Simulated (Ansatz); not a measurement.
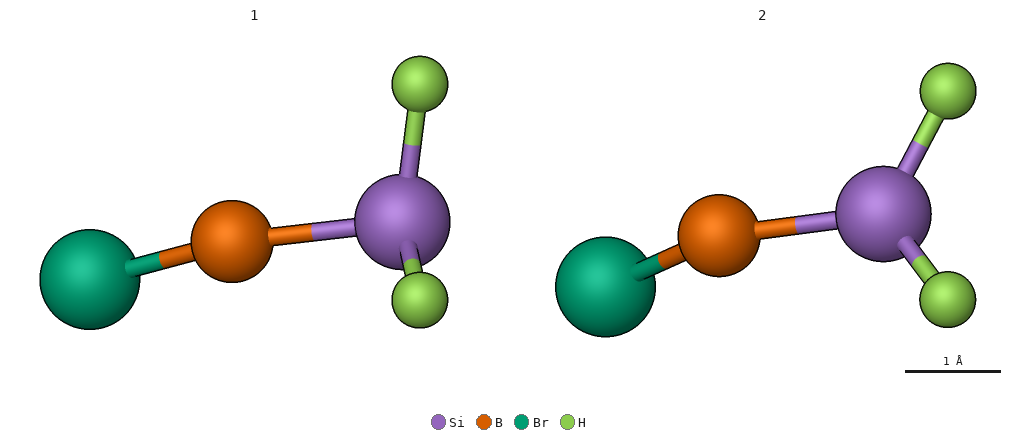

Two geometries of BSiH₂Br, drawn at one scale. One is the start of a relaxation, the other its converged end. A ball-and-stick model, seen at a tilt.

These are results of Ansatz 0.2.0, RKS PBE0-D4/def2-TZVP, not measurements. (force threshold 0.005 eV/Å; at most 200 steps)

Which one is relaxed?

Structure 1 is the relaxed one. The energy falls by 0.221 eV in 8 geometry steps. The largest force component goes from 0.58 to 0.0037 eV/Å. The Si atom moves most after the best rigid fit: 0.36 Å. By element the largest moves are Si 0.36 Å, B 0.27 Å, H 0.23 Å, Br 0.22 Å. Among the contacts that change: B–Si 1.830 → 1.873 Å, H–Si 1.462 → 1.492 Å, B–Br 1.857 → 1.832 Å. Bond angles that change, for instance: B–Si–H 123.6° → 106.3°, Si–B–Br 149.2° → 161.7°, H–Si–H 108.3° → 110.8°. Cost: 28 s on 2 threads of Arm Neoverse V1 (shared host).
